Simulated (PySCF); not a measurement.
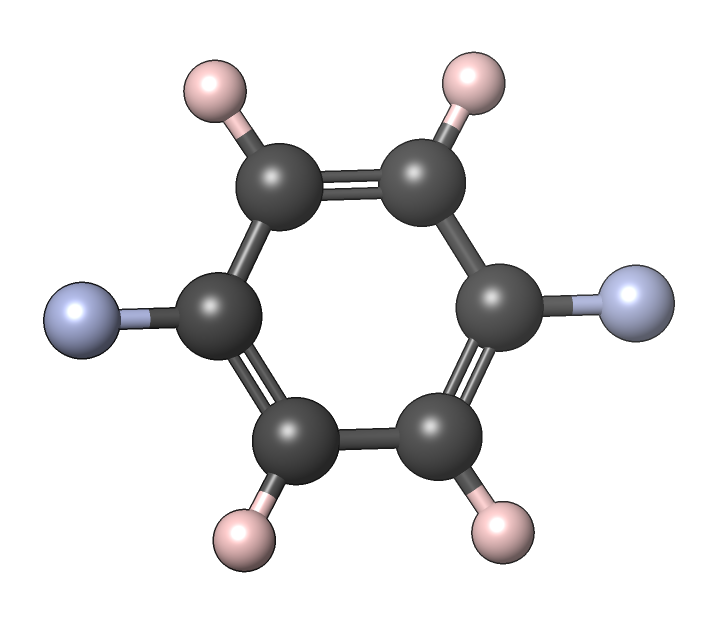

Rendered structure (ball-and-stick style). Multiple sticks mark multiple bonds (one Kekulé form). Colours: fluorine light blue, carbon dark grey, hydrogen pink.

The geometry was computed by an optimisation with PBE0-D3(BJ)/def2-SVP. No frequency run is at hand to confirm it as a minimum.

**Count the atoms of each element.**

C6H4F2, 12 atoms: 6 carbon, 4 hydrogen and 2 fluorine.

**Describe its rings.**

Independent rings (smallest set): 1 of 6 members, 1 of them aromatic.

**Count the bonded pairs by element.**

6 C–C, 4 C–H, 2 C–F.

More results for the same structure follow; atom numbers are the same in all pictures, views and colours differ.

### Geometry

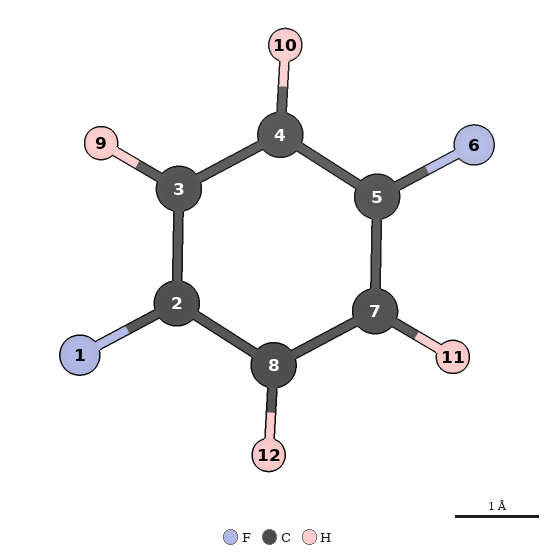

Atoms carry their numbers in the input. No frequency run is at hand to confirm it as a minimum.

List the bonds and their lengths.

```
  bond  length (Å)     order
 F1–C2       1.332    single
 C2–C3       1.390  aromatic
 C2–C8       1.390  aromatic
 C3–C4       1.393  aromatic
 C3–H9       1.091    single
 C4–C5       1.390  aromatic
C4–H10       1.091    single
 C5–F6       1.332    single
 C5–C7       1.390  aromatic
 C7–C8       1.393  aromatic
C7–H11       1.091    single
C8–H12       1.091    single
```

### Ring current

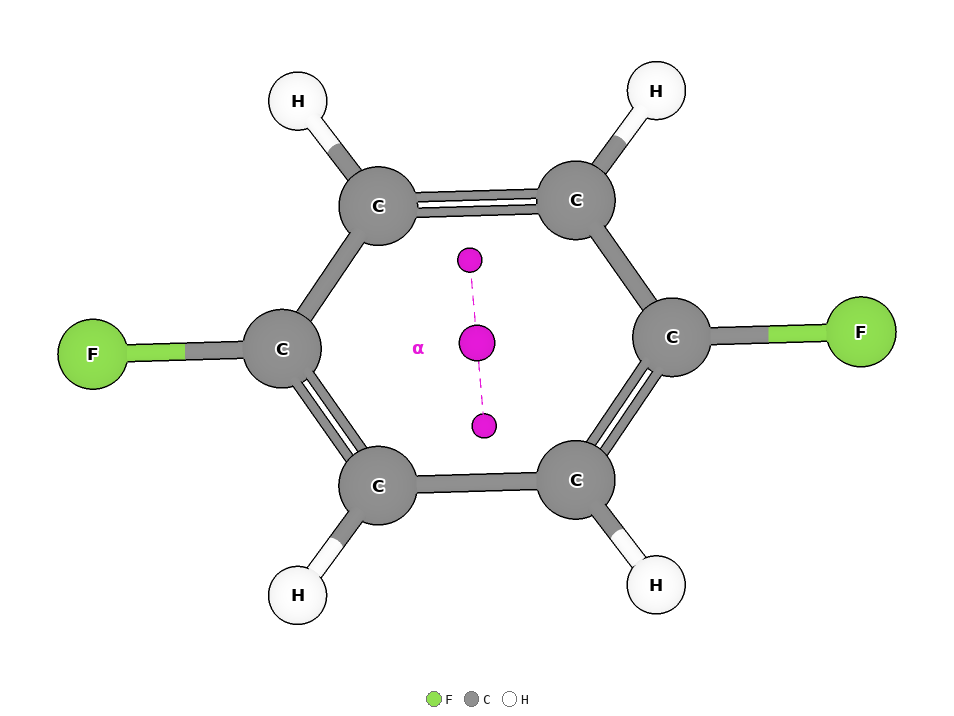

The small points mark where nucleus-independent chemical shifts (NICS) were computed: at the centre of each lettered ring and 1 Å above and below it. No frequency run is at hand to confirm it as a minimum. Properties computed with GIAO OPBE/pcSseg-1 NMR shielding, non-relativistic, gas phase (PySCF 2.14.0).

Give NICS(0), NICS(1) and the out-of-plane component NICS(1)zz for each ring (means of the two sides).

```csv
ring,members,NICS(0),NICS(1),NICS(1)zz
α,C6,−11.2,−10.8,−26.1
```

Values in ppm.

**What do the values say about the ring currents?**

Ring α: diatropic, as in an aromatic ring. NICS is one index among several.

### Electronic properties

No frequency run is at hand to confirm it as a minimum. Properties computed with PBE0/6-31G*, gas phase (PySCF 2.14.0).

What does the calculation give?

- HOMO energy (Kohn–Sham orbital): −6.78 eV
- LUMO energy (Kohn–Sham orbital): −0.39 eV
- HOMO–LUMO gap: 6.39 eV

### NMR shielding

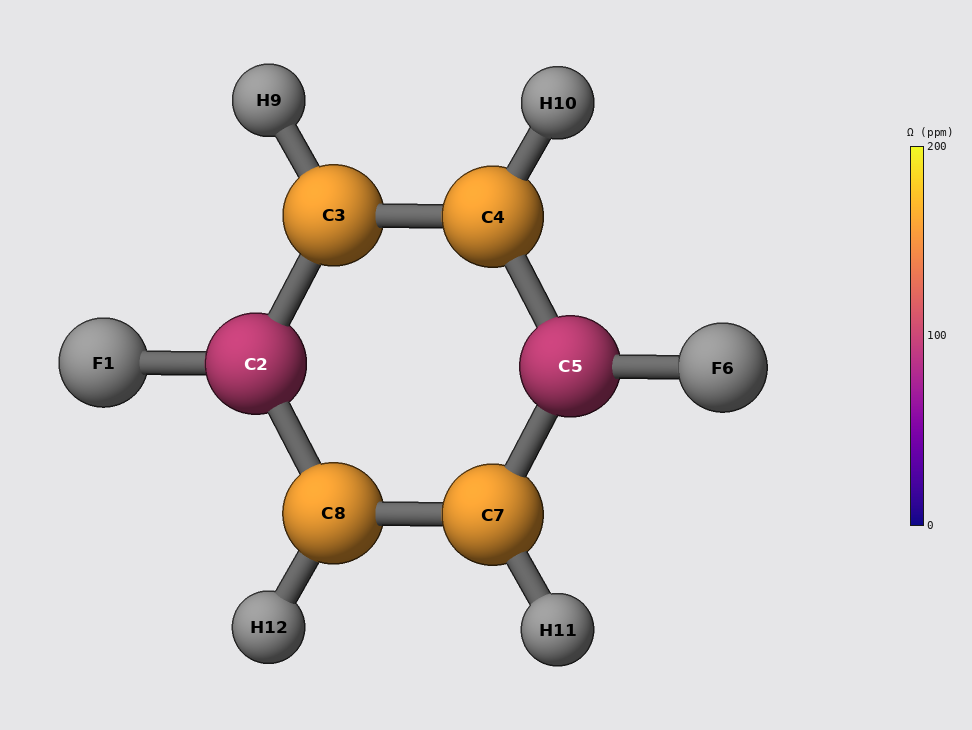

The C atoms are coloured by the span of their shielding tensor. No frequency run is at hand to confirm it as a minimum. Properties computed with GIAO PBE0/STO-3G NMR shielding, non-relativistic, gas phase (PySCF 2.14.0). Principal shieldings σ11 ≤ σ22 ≤ σ33, span Ω = σ33 − σ11, skew κ = 3(σiso − σ22)/Ω.

**Which C atom has the most anisotropic shielding?**

C3, C4, C7, C8, with a span of 160 ppm.

Give the shielding tensors of the C atoms.

```
       atom   σ11    σ22    σ33   σiso      Ω     κ
     C2, C5  73.9   86.9  171.0  110.6   97.2  0.73
C3, C4, C7…  60.3  110.9  220.1  130.4  159.8  0.37
```

Shieldings and span in ppm.

### Charges

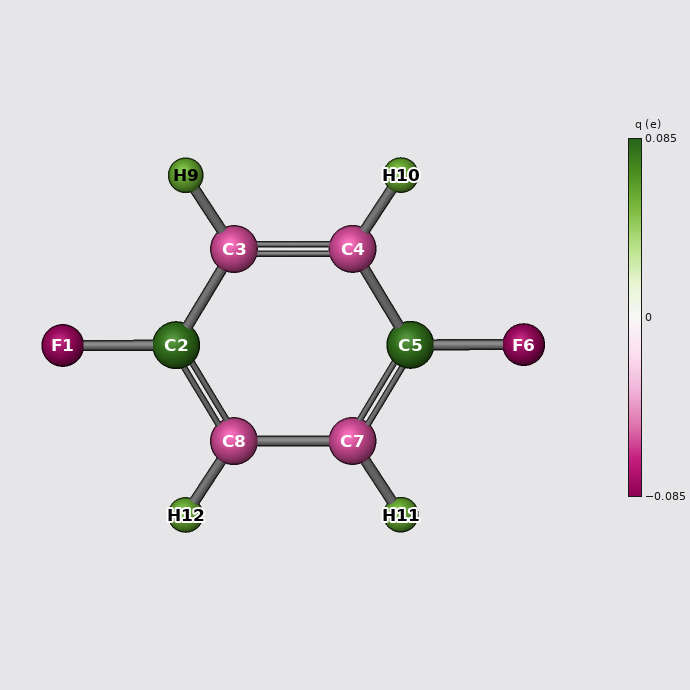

Atoms are coloured by their Hirshfeld charges. No frequency run is at hand to confirm it as a minimum. Level of theory: PBE0/6-31G*, gas phase (PySCF 2.14.0).

Give the Hirshfeld charges atom by atom.

| atom | value (e) |
| --- | --- |
| F1 | −0.08 |
| C2 | 0.08 |
| C3 | −0.06 |
| C4 | −0.06 |
| C5 | 0.08 |
| F6 | −0.08 |
| C7 | −0.06 |
| C8 | −0.06 |
| H9 | 0.06 |
| H10 | 0.06 |
| H11 | 0.06 |
| H12 | 0.06 |
